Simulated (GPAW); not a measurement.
# Si K-edge XANES of TiSi2 (Cmcm), part 4 of 4

How does the Si K edge of TiSi2 (Cmcm) move when the bonds are compressed or stretched?

GPAW 26.7.0; X-ray absorption from dipole matrix elements to empty bands, plane-wave PAW LDA.

So far. Step 10 (Spectrum with XCH, Si atom 3): The scaled spectrum changes by 4 % r.m.s. The highest intensity below 16 eV goes from 3.7 eV (1.73) to 3.6 eV (1.75).

### Step 12. Spectrum with XCH, Si atom 3

Shorter bonds are expected to push antibonding states and scattering resonances up, and longer ones down; the cell is scaled to test that.

Changed against the first core-hole run: volume scale from 1 to 1.06.

xas.py reads:

```python
import numpy as np
from ase import Atoms
from ase.parallel import parprint, paropen
from gpaw import GPAW, PW, FermiDirac, Mixer, MixerDif, setup_paths
from gpaw.test import gen
setup_paths.insert(0, '.')
gen('Si', name='fch1s', xcname='LDA', corehole=(1, 0, 1), write_xml=True)
from gpaw.mpi import world
world.barrier()

atoms = Atoms('Ti4Si8',
    cell=[[3.59944743, 0, 3.63509709],
     [-3.59944743, 0, 3.63509709],
     [1.79972372, -6.89185012, 0]],
    scaled_positions=[[0.57344096, 0.67655904, 0.20623616],
     [0.07344096, 0.17655904, 0.20623616],
     [0.42655904, 0.32344096, 0.79376384],
     [0.92655904, 0.82344096, 0.79376384],
     [0.24984259, 0.00015741, 0.50062964],
     [0.74984259, 0.50015741, 0.50062964],
     [0.75015741, 0.99984259, 0.49937036],
     [0.25015741, 0.49984259, 0.49937036],
     [0.40412572, 0.84587428, 0.8834971],
     [0.90412572, 0.34587428, 0.8834971],
     [0.59587428, 0.15412572, 0.1165029],
     [0.09587427, 0.65412572, 0.1165029]],
    pbc=True)
atoms.calc = calc = GPAW(legacy_gpaw=True, mode=PW(430, force_complex_dtype=True), xc='LDA', setups={4: 'fch1s'},
    kpts={'size': (5, 5, 4), 'gamma': True}, occupations=FermiDirac(0.1),
    charge=-1, mixer=Mixer(0.1, 5, 50), maxiter=150,
    convergence={'density': 0.0001, 'eigenstates': 1e-6}, txt='scf.txt')
energy = atoms.get_potential_energy() + calc.get_reference_energy()
ef = calc.get_fermi_level()
out = dict(energy=energy, fermi=ef, forces=atoms.get_forces().tolist())
parprint(f'all-electron energy {energy:.4f} eV, Fermi level {ef:.4f} eV')
ev = np.array([[calc.get_eigenvalues(k, s) for k in range(len(calc.get_ibz_k_points()))] for s in range(calc.get_number_of_spins())])
out['homo'], out['lumo'], out['counts'] = ev[ev < ef].max(), ev[ev > ef].min(), sorted(set((ev < ef).sum((0, 2)).tolist()))
out['filled'] = (ev[:, 0] < ef).sum(1).tolist()

from ase.units import Ha
from gpaw.xas import dipole_matrix_elements
nb = int(calc.get_number_of_electrons() / 2) + 130
top, nb = nb, nb + 8 + nb // 12
nscf = calc.fixed_density(kpts={'size': (7, 7, 5), 'gamma': True}, nbands=nb,
    convergence={'bands': top, 'eigenstates': 5e-3}, maxiter=60, txt='nscf.txt')
cell = atoms.cell.array
ops = [cell.T @ U.T @ np.linalg.inv(cell.T) for U in nscf.wfs.kd.symmetry.op_scc]
E = np.arange(-6, 34, 0.1)
fwhm = np.interp(E, [4, 25], [0.9, 3.5])
Y, X, zero, highest = 0, 0, 1e9, 1e9
for spin in range(nscf.get_number_of_spins()):
    wfs = nscf.wfs
    mine = wfs.bd.get_slice()  # this rank's bands
    A = dipole_matrix_elements(wfs.setups[4])
    eps = np.zeros((wfs.kd.nibzkpts, nb))
    d = np.zeros((3, A.shape[1], wfs.kd.nibzkpts, nb), complex)
    for kpt in wfs.kpt_u:
        if kpt.s == spin and 4 in kpt.P_ani:
            eps[kpt.k, mine] = kpt.eps_n * Ha
            d[:, :, kpt.k, mine] = (kpt.weight * wfs.nspins / 2) ** 0.5 * np.inner(A, kpt.P_ani[4])
    world.sum(eps)
    world.sum(d)
    T = np.einsum('amkn,bmkn->abkn', d, d.conj()).real
    T = sum(np.einsum('ai,ijkn,bj->abkn', R, T, R) for R in ops) / len(ops)
    empty = eps > ef
    zero, highest = min(zero, eps[empty].min()), min(highest, eps[:, top - 1].min())
    lines = [(eps, T, empty)] if spin == 0 else lines + [(eps, T, empty)]
for eps, T, empty in lines:
    f = np.einsum('aakn->akn', T).reshape(3, -1)
    x = eps.ravel() - zero
    w = np.interp(x, E, fwhm) / 2.35482
    g = np.exp(-0.5 * ((E[:, None] - x) / w) ** 2) / (w * (2 * np.pi) ** 0.5)
    Y = Y + (f * empty.ravel()) @ g.T
    X = X + (f * ~empty.ravel()) @ g.T
out.update(E=E.round(2).tolist(), xas=Y.tolist(), xes=X.tolist(), zero=zero, valid=highest - zero, nk=len(eps), nb=nb)
for i in range(0, len(E), 10):
    parprint(f'{E[i]:7.2f}', *(f'{v:10.3e}' for v in Y[:, i]))
import json
with paropen('out.json', 'w') as f:
    json.dump(out, f)
```

Started as:

```
OMP_NUM_THREADS=1 mpirun -n 4 gpaw python xas.py
```

Numbers of over 12 decimals in the logs are rounded to 6 here.

Output:

```text
Input parameters:
  charge: -1
  convergence: {density: 0.0001,
                eigenstates: 1e-06}
  kpts: {gamma: True,
         size: (5, 5, 4)}
  maxiter: 150
  mixer: {backend: pulay,
          beta: 0.1,
          method: separate,
          nmaxold: 5,
          weight: 50}
  mode: {ecut: 430.0,
         force_complex_dtype: True,
         name: pw}
  occupations: {fixmagmom: False,
[...]
*p    :     0.468798
*d    :     0.000000
--------------------------------

Diagonalizing with gridspacing h=0.050

state   all-electron     PAW
-------------------------------
3s:      -0.832237    -0.832487
3p:      -0.531202    -0.531501
*d:                   -0.147046
*f:                   -0.019078
-------------------------------
all-electron energy -153806.5429 eV, Fermi level 9.2996 eV
[...]
32.00  3.860e-06  4.553e-06  4.196e-06
  33.00  4.307e-06  4.569e-06  4.352e-06
[key lines of the parts left out:]
Converged after 16 iterations.
Dipole moment: (0.062112, 0.007745, 0.059326) |e|*Ang
Free energy:    -94.719953
Fermi level: 9.29958
```

Run time: 6.4 min. Hardware: 4 MPI ranks of Arm Neoverse V1, shared host; peak memory 0.91 GiB.

| E (eV) | first run | this run |
| --- | --- | --- |
| -2.0 | 0.00 | 0.00 |
| -1.0 | 0.00 | 0.01 |
| 0.0 | 0.46 | 0.48 |
| 1.0 | 0.83 | 0.86 |
| 2.0 | 0.91 | 1.05 |
| 3.0 | 1.51 | 1.63 |
| 4.0 | 1.70 | 1.72 |
| 5.0 | 1.64 | 1.68 |
| 6.0 | 1.53 | 1.55 |
| 7.0 | 1.46 | 1.42 |
| 8.0 | 1.18 | 0.96 |
| 9.0 | 0.84 | 0.70 |
| 10.0 | 0.68 | 0.66 |
| 11.0 | 0.70 | 0.67 |
| 12.0 | 0.71 | 0.71 |
| 13.0 | 0.76 | 0.79 |
| 14.0 | 0.83 | 0.83 |
| 15.0 | 0.83 | 0.80 |
| 16.0 | 0.78 | 0.77 |
| 17.0 | 0.76 | 0.77 |
| 18.0 | 0.76 | 0.80 |
| 19.0 | 0.80 | 0.85 |
| 20.0 | 0.87 | 0.89 |
| 21.0 | 0.91 | 0.88 |
| 22.0 | 0.90 | 0.83 |
| 23.0 | 0.85 | 0.75 |
| 24.0 | 0.77 | 0.69 |
| 25.0 | 0.71 | 0.64 |
| 26.0 | 0.66 | 0.63 |
| 27.0 | 0.65 | 0.64 |
| 28.0 | 0.65 | 0.65 |
| 29.0 | 0.66 | 0.67 |
| 30.0 | 0.67 | 0.68 |

Against the first run the r.m.s. difference is 7 %. The highest intensity below 16 eV goes from 3.7 eV (1.73) to 3.6 eV (1.77).

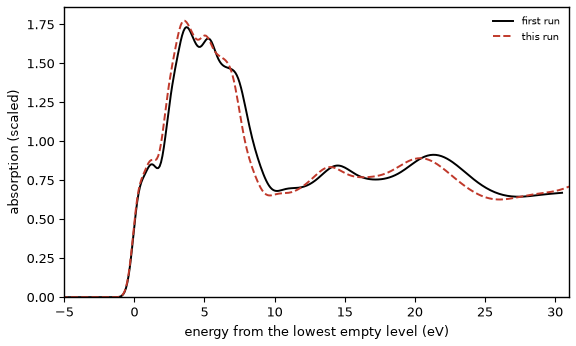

The effect of the change (volume scale from 1 to 1.06).

The photon energy of the zero moves by +0.02 eV.

### Step 13. The volumes side by side

| volume | nearest distance (Å) | shift of the zero (eV) | maximum 1 (eV above own zero) | maximum 2 (eV above own zero) | maximum 3 (eV above own zero) | maximum 4 (eV above own zero) |
| --- | --- | --- | --- | --- | --- | --- |
| 0.94 | 2.457 | -0.04 | 3.9 | 5.5 | 15.1 | 22.4 |
| 0.97 | 2.483 | -0.02 | 3.8 | 5.4 | 14.8 | 21.9 |
| 1 | 2.509 | +0.00 | 3.7 | 5.3 | 14.5 | 21.3 |
| 1.03 | 2.533 | +0.01 | 3.6 | 5.1 | 14.2 | 20.8 |
| 1.06 | 2.558 | +0.02 | 3.6 | 5.0 | 14.0 | 20.4 |

The curves, each shifted by its zero's change so that they share one photon-energy axis, counted from the zero at V × 1:

| E (eV) | V × 0.94 | V × 0.97 | V × 1 | V × 1.03 | V × 1.06 |
| --- | --- | --- | --- | --- | --- |
| -2.0 | 0.00 | 0.00 | 0.00 | 0.00 | 0.00 |
| -1.0 | 0.01 | 0.01 | 0.00 | 0.00 | 0.00 |
| 0.0 | 0.47 | 0.47 | 0.46 | 0.47 | 0.47 |
| 1.0 | 0.82 | 0.82 | 0.83 | 0.85 | 0.86 |
| 2.0 | 0.81 | 0.85 | 0.91 | 0.98 | 1.04 |
| 3.0 | 1.39 | 1.45 | 1.51 | 1.57 | 1.62 |
| 4.0 | 1.67 | 1.69 | 1.70 | 1.71 | 1.72 |
| 5.0 | 1.56 | 1.60 | 1.64 | 1.66 | 1.68 |
| 6.0 | 1.55 | 1.53 | 1.53 | 1.53 | 1.55 |
| 7.0 | 1.41 | 1.44 | 1.46 | 1.46 | 1.43 |
| 8.0 | 1.34 | 1.28 | 1.18 | 1.07 | 0.96 |
| 9.0 | 1.02 | 0.93 | 0.84 | 0.76 | 0.71 |
| 10.0 | 0.77 | 0.71 | 0.68 | 0.67 | 0.66 |
| 11.0 | 0.71 | 0.71 | 0.70 | 0.68 | 0.67 |
| 12.0 | 0.73 | 0.72 | 0.71 | 0.70 | 0.71 |
| 13.0 | 0.75 | 0.75 | 0.76 | 0.77 | 0.79 |
| 14.0 | 0.81 | 0.82 | 0.83 | 0.84 | 0.83 |
| 15.0 | 0.86 | 0.85 | 0.83 | 0.81 | 0.80 |
| 16.0 | 0.82 | 0.80 | 0.78 | 0.77 | 0.77 |
| 17.0 | 0.76 | 0.75 | 0.76 | 0.76 | 0.77 |
| 18.0 | 0.74 | 0.75 | 0.76 | 0.78 | 0.80 |
| 19.0 | 0.75 | 0.78 | 0.80 | 0.83 | 0.85 |
| 20.0 | 0.81 | 0.84 | 0.87 | 0.88 | 0.89 |
| 21.0 | 0.88 | 0.90 | 0.91 | 0.90 | 0.88 |
| 22.0 | 0.92 | 0.92 | 0.90 | 0.87 | 0.83 |
| 23.0 | 0.92 | 0.89 | 0.85 | 0.80 | 0.75 |
| 24.0 | 0.87 | 0.82 | 0.77 | 0.73 | 0.69 |
| 25.0 | 0.80 | 0.75 | 0.71 | 0.67 | 0.64 |
| 26.0 | 0.74 | 0.70 | 0.66 | 0.64 | 0.63 |
| 27.0 | 0.70 | 0.67 | 0.65 | 0.64 | 0.64 |
| 28.0 | 0.67 | 0.65 | 0.65 | 0.65 | 0.65 |
| 29.0 | 0.66 | 0.66 | 0.66 | 0.66 | 0.67 |
| 30.0 | 0.66 | 0.66 | 0.67 | 0.67 | 0.68 |

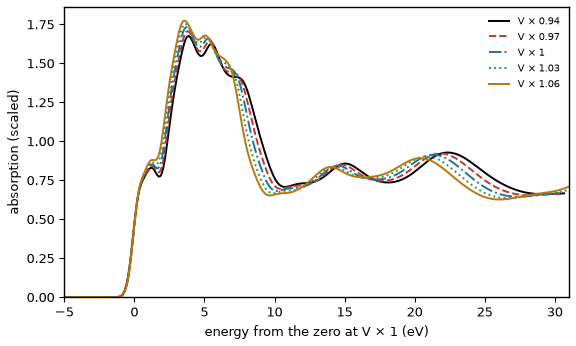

The edge at each volume, on one photon-energy scale.

### Step 14. What came out

| Quantity | Value |
| --- | --- |
| absorber and edge | Si K, atom 3 of the ground-state input (counted from 1) |
| surroundings | 4 Si at 2.51 Å and 4 Ti at 2.66 Å (8-fold, site symmetry m2m) |
| highest intensity below 16 eV | 3.7 eV above the zero, height 1.73 |
| photon energy of the zero, with the added terms | 1828.7 eV (raw 1843.6 eV; LDA puts this hole about 8 eV below PBE, itself good to a few eV) |

In words: From V × 0.94 to V × 1.06 the nearest distance grows by 0.100 Å and the zero moves by +0.06 eV. Above their own zero, the maxima move from 3.9 to 3.6 eV, from 5.5 to 5.0 eV, from 15.1 to 14.0 eV and from 22.4 to 20.4 eV. The one highest in energy moves most, in the direction that the rule ΔE·R² ≈ constant for scattering resonances gives. The Si K edge of atom 3, with 4 Si at 2.51 Å and 4 Ti at 2.66 Å (8-fold, site symmetry m2m), has its highest intensity of the first 16 eV at 3.7 eV above the zero, near 1832 eV in photon energy (LDA puts this hole about 8 eV below PBE, itself good to a few eV), 1.7 times the mean level of the first 20 eV (Gaussian full width 0.9 eV up to 4 eV, rising linearly to 3.5 eV at 25 eV). At the Si K edge of atom 3 polarisation matters most near 7.3 eV, where the curves differ by 1.1 on this scale. The crystal has 2 inequivalent Si sites and not all are shown here, while a measurement adds them all. The holes are only 5.0 Å apart, so the shape is probably not converged with cell size; no larger cell was run here. The structure is a computed Materials Project entry and may be a hypothetical form.

[Banner, clock and machine lines of the logs are left out without a mark of their own.]

[Logs are printed without paths, hosts, clocks, repeated set-up lines and the standing remarks that a program may print on its own settings, such as how far it seeks lower states.]

[Hosts, paths, dates, database ids (printed as entryN), source tags and the programs' standing remarks are cut or masked in the printed files.]

[Lists of maxima count a maximum above −3 eV only where it reaches 4 % of the highest in the window and stands out from its surroundings by 2 % of it (1.5 % where it reaches 55 %); shoulders and weaker maxima are passed over, and of the rest the first, up to two pre-edge ones and the few strongest are named.]
